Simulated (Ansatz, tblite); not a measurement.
# The cluster In₉Sb₉: one state, many levels

How do method and basis change the picture of the cluster In₉Sb₉ (singlet)?

Program: Ansatz 0.2.0, Gaussian basis. Level of theory: as each input shows. These are calculated values, not measurements.

Levels to be run: GFN1-xTB, GFN2-xTB, PBE-D4/def2-SVP, r2SCAN-D4/def2-SVP, r2SCANh-D4/def2-SVP, r2SCAN-D4/def2-mTZVP, MP2/def2-SVP, RPA/def2-SVP.

6 further runs of the same task are left out: 3 for a known fault of the program, 1 that didn't finish, 2 set aside as unsound or not needed.

## Step 1: The relaxed structure

The singlet was relaxed beforehand with PBE-D4/def2-SVP.

18 atoms, charge 0, spin multiplicity 1.

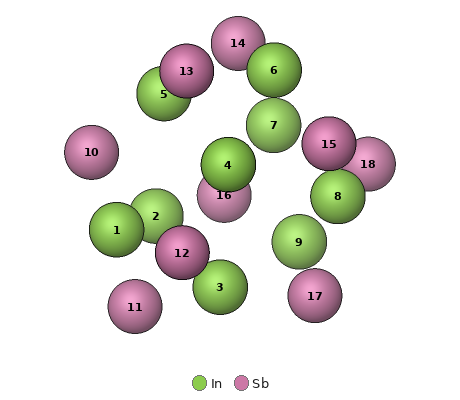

The geometry (indium green, antimony pink); atoms are numbered from 1 in the order of the file.

In, Sb take a core potential in the def2 sets. No spin-orbit coupling is included.

PBE0-D4/def2-SVP was run before; its log isn't repeated, and its numbers join the tables.

## Step 2: GFN1-xTB

Tight binding, by tblite at 300 K electronic temperature and without a spin-polarisation term:

```python
tblite.interface.Calculator('GFN1-xTB', numbers, positions, charge=0, uhf=0).singlepoint()
```

Energy -999.7088 eV, HOMO -7.99 eV, LUMO -6.92 eV; 0.14 s.

## Step 3: GFN2-xTB

Tight binding, by tblite at 300 K electronic temperature and without a spin-polarisation term:

```python
tblite.interface.Calculator('GFN2-xTB', numbers, positions, charge=0, uhf=0).singlepoint()
```

Energy -853.1262 eV, HOMO -9.01 eV, LUMO -7.94 eV; 0.29 s.

## Step 4: PBE-D4/def2-SVP

start.molden holds the orbitals of an earlier run on this state, given as this run's starting guess.

Input file in.yaml:

```yaml
crystal:
  periodic: [false, false, false]
  atoms:
    - {symbol: In, position_ang: [-0.001678, 3.608269, 0.326201]}
    - {symbol: In, position_ang: [-1.908731, 1.406925, 1.952478]}
    - {symbol: In, position_ang: [1.899868, 1.403358, 1.955277]}
    - {symbol: In, position_ang: [1.902986, 0.985683, -2.184832]}
    - {symbol: In, position_ang: [-1.906061, 0.990912, -2.188065]}
    - {symbol: In, position_ang: [-0.004501, -1.523070, -3.279819]}
    - {symbol: In, position_ang: [-1.911520, -2.386812, 0.243852]}
    - {symbol: In, position_ang: [1.897603, -2.391337, 0.245863]}
    - {symbol: In, position_ang: [-0.007668, -2.080967, 2.966236]}
    - {symbol: Sb, position_ang: [-2.688072, 2.939487, -0.367835]}
    - {symbol: Sb, position_ang: [-0.003478, 3.135148, 3.208053]}
    - {symbol: Sb, position_ang: [2.684463, 2.934176, -0.364125]}
    - {symbol: Sb, position_ang: [0.000099, 1.209421, -4.311467]}
    - {symbol: Sb, position_ang: [-2.691590, -1.783124, -2.354130]}
    - {symbol: Sb, position_ang: [2.681353, -1.789737, -2.351401]}
    - {symbol: Sb, position_ang: [-2.693146, -1.142957, 2.729571]}
    - {symbol: Sb, position_ang: [2.679529, -1.148292, 2.732426]}
    - {symbol: Sb, position_ang: [-0.009456, -4.340183, 1.115618]}
basis:
  gaussian: {orbitals: def2-SVP, fitting: {mean_field: def2-universal-jkfit}, initial_orbitals: start.molden}
hamiltonian: {xc: pbe, dispersion: d4}
scf: {omitted_lower_state_checks: [starts]}
output: {forces: true, orbitals: {seedname: orbitals}}
```

The run is started by

```console
ansatz run in.yaml --threads 2 --pin off --events-out ev --progress --plain --max-ram 32768MiB --backend cuda --devices 0, --max-vram 18GiB
```

Standard output:

```text
Functional definition: PBE
  name "PBE"
  cite "Perdew, Burke & Ernzerhof, Phys. Rev. Lett. 77, 3865 (1996) doi:10.1103/PhysRevLett.77.3865"
  parent pbe
  parameter kappa = 0.804
  parameter beta = 0.06672455060314922
  exchange = pbe_x(kappa = kappa, mu = beta*pi^2/3)
  correlation = pbe_c(beta = beta)
these checks for a lower state are left out or cut short: starts
3924 factors; integrals over basis functions are off by at most 1.9e-3 eV
mean field evaluation 1: about -105424.2330 eV, gradient 1.2e1 eV
mean field evaluation 2: about -105424.8175 eV, gradient 5.6e-1 eV
mean field evaluation 4: about -105424.8353 eV, gradient 4.9e-2 eV
mean field -105424.83534970 eV, -3874.2912395816 hartree, gradient 3.8e-5 eV, S^2 0.000000; 0 other end points of the search recorded, 0 dependent functions left out
the calculation of the forces begins
reference -105424.83540990 eV, -3874.2912417937 hartree; 198, 198 occupied and 270, 270 virtual orbitals, 3924 factors
Total energy: -105427.39558471 eV, -3874.3853264828 hartree
Atom 0 at    -0.001678     3.608269     0.326201 Å, force     0.000574     0.001298     0.001605 eV/Å
Atom 1 at    -1.908731     1.406925     1.952478 Å, force     0.008940     0.009880    -0.014438 eV/Å
Atom 2 at     1.899868     1.403358     1.955277 Å, force    -0.007925     0.007967    -0.014476 eV/Å
Atom 3 at     1.902986     0.985683    -2.184832 Å, force    -0.009867    -0.014780    -0.000682 eV/Å
Atom 4 at    -1.906061     0.990912    -2.188065 Å, force     0.008238    -0.016748     0.000433 eV/Å
Atom 5 at    -0.004501    -1.523070    -3.279819 Å, force     0.000806     0.002176    -0.003179 eV/Å
Atom 6 at    -1.911520    -2.386812     0.243852 Å, force     0.008997     0.007253     0.013393 eV/Å
Atom 7 at     1.897603    -2.391337     0.245863 Å, force    -0.008018     0.008582     0.014328 eV/Å
Atom 8 at    -0.007668    -2.080967     2.966236 Å, force    -0.001165    -0.002039     0.000839 eV/Å
Atom 9 at    -2.688072     2.939487    -0.367835 Å, force    -0.003919     0.019720     0.010200 eV/Å
Atom 10 at    -0.003478     3.135148     3.208053 Å, force    -0.000932     0.010605     0.010333 eV/Å
Atom 11 at     2.684463     2.934176    -0.364125 Å, force     0.004006     0.018981     0.009160 eV/Å
Atom 12 at     0.000099     1.209421    -4.311467 Å, force     0.000677     0.002318    -0.014421 eV/Å
Atom 13 at    -2.691590    -1.783124    -2.354130 Å, force    -0.003478    -0.002111    -0.021318 eV/Å
Atom 14 at     2.681353    -1.789737    -2.351401 Å, force     0.003937    -0.002972    -0.021665 eV/Å
Atom 15 at    -2.693146    -1.142957     2.729571 Å, force    -0.003501    -0.018709     0.013519 eV/Å
Atom 16 at     2.679529    -1.148292     2.732426 Å, force     0.003486    -0.017457     0.012063 eV/Å
Atom 17 at    -0.009456    -4.340183     1.115618 Å, force    -0.000856    -0.013965     0.004303 eV/Å
Dipole moment:    -0.000021    -0.000199     0.000199 e Å
Checks for a lower state left out: starts
```

It took 9 s on 1 × H100 (card shared with other runs) with 2 threads of AMD EPYC 7R13, shared host; peak host memory 1.2 GiB.

HOMO -4.92 eV, LUMO -4.26 eV.

## Step 5: r2SCAN-D4/def2-SVP

Changes to in.yaml since step 4:

```diff
@@ -23,4 +23,4 @@
   gaussian: {orbitals: def2-SVP, fitting: {mean_field: def2-universal-jkfit}, initial_orbitals: start.molden}
-hamiltonian: {xc: pbe, dispersion: d4}
+hamiltonian: {xc: r2scan, dispersion: d4}
 scf: {omitted_lower_state_checks: [starts]}
-output: {forces: true, orbitals: {seedname: orbitals}}
+output: {orbitals: {seedname: orbitals}}
```

Same command.

Standard output:

```text
Functional definition: r2SCAN
  name "r2SCAN"
  cite "Furness, Kaplan, Ning, Perdew & Sun, J. Phys. Chem. Lett. 11, 8208 (2020) doi:10.1021/acs.jpclett.0c02405"
  cite "Furness, Kaplan, Ning, Perdew & Sun, J. Phys. Chem. Lett. 11, 9248 (2020) doi:10.1021/acs.jpclett.0c03077"
  parent r2scan
  parameter k0 = 0.174
  parameter k1 = 0.065
  parameter a1 = 4.9479
  exchange = r2scan_x(k0 = k0, k1 = k1, a1 = a1)
  correlation = r2scan_c
these checks for a lower state are left out or cut short: starts
3924 factors; integrals over basis functions are off by at most 1.9e-3 eV
mean field evaluation 1: about -105465.2497 eV, gradient 8.8e0 eV
mean field evaluation 2: about -105465.4786 eV, gradient 2.5e-1 eV
mean field evaluation 4: about -105465.5060 eV, gradient 6.5e-3 eV
mean field -105465.50602317 eV, -3875.7858592638 hartree, gradient 1.4e-5 eV, S^2 0.000000; 0 other end points of the search recorded, 0 dependent functions left out
reference -105465.50604065 eV, -3875.7858599065 hartree; 198, 198 occupied and 270, 270 virtual orbitals, 3924 factors
Total energy: -105466.13758167 eV, -3875.8090686108 hartree
Checks for a lower state left out: starts
```

It took 8 s on 1 × H100 (card shared with other runs) with 2 threads of AMD EPYC 7R13, shared host; peak host memory 1.2 GiB.

From the report: HOMO -5.14 eV, LUMO -4.32 eV.

## Step 6: r2SCANh-D4/def2-SVP

Changes to in.yaml since step 5:

```diff
@@ -23,3 +23,3 @@
   gaussian: {orbitals: def2-SVP, fitting: {mean_field: def2-universal-jkfit}, initial_orbitals: start.molden}
-hamiltonian: {xc: r2scan, dispersion: d4}
+hamiltonian: {xc: {name: r2SCANh}, dispersion: d4}
 scf: {omitted_lower_state_checks: [starts]}
```

The command is unchanged.

Standard output:

```text
Functional definition: r2SCANh
  name "r2SCANh"
  cite "Bursch, Neugebauer, Ehlert & Grimme, J. Chem. Phys. 156, 134105 (2022) doi:10.1063/5.0086040"
  cite "Furness, Kaplan, Ning, Perdew & Sun, J. Phys. Chem. Lett. 11, 8208 (2020) doi:10.1021/acs.jpclett.0c02405"
  cite "Furness, Kaplan, Ning, Perdew & Sun, J. Phys. Chem. Lett. 11, 9248 (2020) doi:10.1021/acs.jpclett.0c03077"
  parent r2scan
  parameter a = 0.1
  parameter k0 = 0.174
  parameter k1 = 0.065
  parameter a1 = 4.9479
  exchange = (1 - a)*r2scan_x(k0 = k0, k1 = k1, a1 = a1) + a*exact_x
  correlation = r2scan_c
these checks for a lower state are left out or cut short: starts
3924 factors; integrals over basis functions are off by at most 1.9e-3 eV
mean field evaluation 1: about -105459.0805 eV, gradient 5.8e0 eV
mean field evaluation 2: about -105459.1583 eV, gradient 1.0e-1 eV
mean field evaluation 4: about -105459.1817 eV, gradient 7.2e-4 eV
mean field -105459.18173290 eV, -3875.5534458835 hartree, gradient 2.1e-5 eV, S^2 0.000000; 0 other end points of the search recorded, 0 dependent functions left out
reference -105459.18174899 eV, -3875.5534464745 hartree; 198, 198 occupied and 270, 270 virtual orbitals, 3924 factors
Total energy: -105459.93884485 eV, -3875.5812692341 hartree
Checks for a lower state left out: starts
```

Run time: 12 s. Hardware: 1 × H100 (card shared with other runs) with 2 threads of AMD EPYC 7R13, shared host; peak host memory 1.1 GiB.

From the report: HOMO -5.39 eV, LUMO -4.17 eV.

## Step 7: r2SCAN-D4/def2-mTZVP

Changes to in.yaml since step 6:

```diff
@@ -22,4 +22,4 @@
 basis:
-  gaussian: {orbitals: def2-SVP, fitting: {mean_field: def2-universal-jkfit}, initial_orbitals: start.molden}
-hamiltonian: {xc: {name: r2SCANh}, dispersion: d4}
+  gaussian: {orbitals: def2-mTZVP, fitting: {mean_field: def2-universal-jkfit}, initial_orbitals: start.molden}
+hamiltonian: {xc: r2scan, dispersion: d4}
 scf: {omitted_lower_state_checks: [starts]}
```

The command is unchanged.

Standard output:

```text
Functional definition: r2SCAN
  name "r2SCAN"
  cite "Furness, Kaplan, Ning, Perdew & Sun, J. Phys. Chem. Lett. 11, 8208 (2020) doi:10.1021/acs.jpclett.0c02405"
  cite "Furness, Kaplan, Ning, Perdew & Sun, J. Phys. Chem. Lett. 11, 9248 (2020) doi:10.1021/acs.jpclett.0c03077"
  parent r2scan
  parameter k0 = 0.174
  parameter k1 = 0.065
  parameter a1 = 4.9479
  exchange = r2scan_x(k0 = k0, k1 = k1, a1 = a1)
  correlation = r2scan_c
these checks for a lower state are left out or cut short: starts
3924 factors; integrals over basis functions are off by at most 6.9e-1 eV
mean field evaluation 1: about -105466.5023 eV, gradient 6.6e1 eV
mean field evaluation 2: about -105467.8909 eV, gradient 2.1e0 eV
mean field evaluation 4: about -105467.9485 eV, gradient 1.0e-1 eV
mean field evaluation 8: about -105467.9486 eV, gradient 2.4e-5 eV
mean field -105467.94856697 eV, -3875.8756210931 hartree, gradient 2.4e-5 eV, S^2 0.000000; 0 other end points of the search recorded, 0 dependent functions left out
reference -105467.94858843 eV, -3875.8756218815 hartree; 198, 198 occupied and 450, 450 virtual orbitals, 3924 factors
Total energy: -105468.58012944 eV, -3875.8988305858 hartree
Checks for a lower state left out: starts
```

It took 10 s on 1 × H100 (card shared with other runs) with 2 threads of AMD EPYC 7R13, shared host; peak host memory 1.2 GiB.

Report: HOMO -5.13 eV, LUMO -4.31 eV.

## Step 8: MP2/def2-SVP

Changes to in.yaml since step 7:

```diff
@@ -22,4 +22,4 @@
 basis:
-  gaussian: {orbitals: def2-mTZVP, fitting: {mean_field: def2-universal-jkfit}, initial_orbitals: start.molden}
-hamiltonian: {xc: r2scan, dispersion: d4}
+  gaussian: {orbitals: def2-SVP, initial_orbitals: start.molden}
+correlation: {method: mp2}
 scf: {omitted_lower_state_checks: [starts]}
```

Launched as before.

Standard output:

```text
Functional definition: HF
  name "HF"
  cite "Fock, Z. Phys. 61, 126 (1930) doi:10.1007/BF01340294"
  parent pbe
  exchange = exact_x
  correlation = 0
these checks for a lower state are left out or cut short: starts
6057 factors; integrals over basis functions are off by at most 2.2e-4 eV
mean field evaluation 1: about -104947.5033 eV, gradient 3.1e1 eV
mean field evaluation 2: about -104951.5705 eV, gradient 3.0e0 eV
mean field evaluation 4: about -104951.7754 eV, gradient 4.7e-1 eV
mean field evaluation 8: about -104951.7762 eV, gradient 3.3e-5 eV
mean field -104951.77617986 eV, -3856.9066357408 hartree, gradient 2.0e-6 eV, S^2 0.000000; 0 other end points of the search recorded, 0 dependent functions left out
72 core orbitals not correlated: weight in the atoms' cores, before any rotation towards them, 1.000 or more for the frozen orbitals, at most 0.000 for the correlated occupied ones
reference -104951.77617986 eV, -3856.9066357408 hartree; 126, 126 occupied and 270, 270 virtual orbitals, 6057 factors
second order -49.99950204 eV of doubles, -0.00000000 eV of singles
Total energy: -105001.77568189 eV, -3858.7440835498 hartree
Checks for a lower state left out: starts
```

It took 18 s on 1 × H100 (card shared with other runs) with 2 threads of AMD EPYC 7R13, shared host; peak host memory 1.4 GiB.

Report: Hartree-Fock HOMO -7.04 eV, LUMO -1.55 eV.

## Step 9: RPA/def2-SVP

Changes to in.yaml since step 8:

```diff
@@ -23,4 +23,4 @@
   gaussian: {orbitals: def2-SVP, initial_orbitals: start.molden}
-correlation: {method: mp2}
+hamiltonian: {xc: pbe}
+correlation: {method: rpa}
 scf: {omitted_lower_state_checks: [starts]}
-output: {orbitals: {seedname: orbitals}}
```

Launched as before.

Standard output:

```text
Functional definition: PBE
  name "PBE"
  cite "Perdew, Burke & Ernzerhof, Phys. Rev. Lett. 77, 3865 (1996) doi:10.1103/PhysRevLett.77.3865"
  parent pbe
  parameter kappa = 0.804
  parameter beta = 0.06672455060314922
  exchange = pbe_x(kappa = kappa, mu = beta*pi^2/3)
  correlation = pbe_c(beta = beta)
these checks for a lower state are left out or cut short: starts
6057 factors; integrals over basis functions are off by at most 2.2e-4 eV
mean field evaluation 1: about -105424.2477 eV, gradient 1.2e1 eV
mean field evaluation 2: about -105424.8262 eV, gradient 5.5e-1 eV
mean field evaluation 4: about -105424.8227 eV, gradient 3.2e-2 eV
mean field evaluation 8: about -105424.8227 eV, gradient 2.8e-6 eV
mean field -105424.82266515 eV, -3874.2907734328 hartree, gradient 2.8e-6 eV, S^2 0.000000; 0 other end points of the search recorded, 0 dependent functions left out
72 core orbitals not correlated: weight in the atoms' cores, before any rotation towards them, 1.000 or more for the frozen orbitals, at most 0.000 for the correlated occupied ones
reference -104943.67195981 eV, -3856.6088111472 hartree; 126, 126 occupied and 270, 270 virtual orbitals, 6057 factors
Total energy: -105021.95228476 eV, -3859.4855600290 hartree
Checks for a lower state left out: starts
```

Wall time 21 s (1 × H100 (card shared with other runs) with 2 threads of AMD EPYC 7R13, shared host); peak host memory 3.9 GiB.

## Step 10: Levels side by side

| level | functions | HOMO (eV) | LUMO (eV) | gap (eV) | time |
| --- | --- | --- | --- | --- | --- |
| PBE-D4/def2-SVP | 468 | -4.92 | -4.26 | 0.66 | 9 s |
| r2SCAN-D4/def2-SVP | 468 | -5.14 | -4.32 | 0.82 | 8 s |
| r2SCAN-D4/def2-mTZVP | 648 | -5.13 | -4.31 | 0.82 | 10 s |
| r2SCANh-D4/def2-SVP | 468 | -5.39 | -4.17 | 1.22 | 12 s |
| PBE0-D4/def2-SVP | 468 | -5.62 | -3.88 | 1.75 | 13 s |

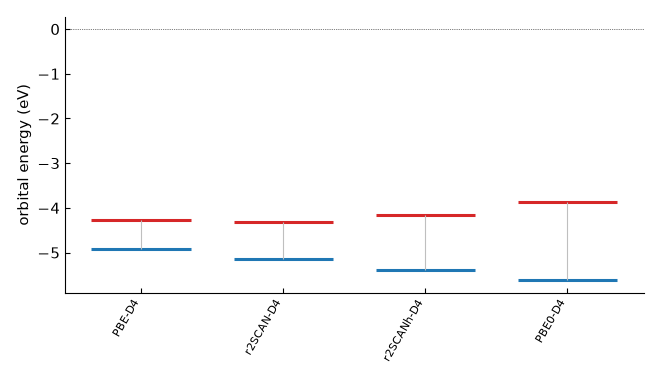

Highest filled (blue) and lowest empty (red) level in def2-SVP.

Energy pieces by basis (eV):

| basis | HF | MP2 correlation | total |
| --- | --- | --- | --- |
| def2-SVP | -104951.7762 | -49.9995 | -105001.7757 (MP2) |

## Step 11: Binding energy

Free atoms were run apart at each level; binding is atoms less cluster, divided by the number of atoms, without zero-point or spin-orbit terms.

| level | binding an atom (eV) |
| --- | --- |
| HF/def2-SVP | 0.891 |
| PBE-D4/def2-SVP | 2.362 |
| r2SCAN-D4/def2-SVP | 2.225 |
| r2SCAN-D4/def2-mTZVP | 2.229 |
| r2SCANh-D4/def2-SVP | 2.199 |
| PBE0-D4/def2-SVP | 2.280 |
| RPA/def2-SVP | 1.881 |
| MP2/def2-SVP | 2.100 |

## Step 12: Results

```
                                                quantity                                  value
gap in def2-SVP, named functionals, smallest and largest    0.66 eV (PBE-D4), 1.75 eV (PBE0-D4)
                        correlation energy, MP2/def2-SVP                              -50.00 eV
                binding an atom, functionals in def2-SVP  2.20 (r2SCANh-D4) to 2.36 eV (PBE-D4)
```

What this shows: Orbital gaps of the named functionals in def2-SVP span 0.66 eV (PBE-D4) to 1.75 eV (PBE0-D4); exact exchange widens it.

The slowest run with a step of its own, RPA/def2-SVP, took 21 s; the quickest functional in def2-SVP took 8 s (shared host).
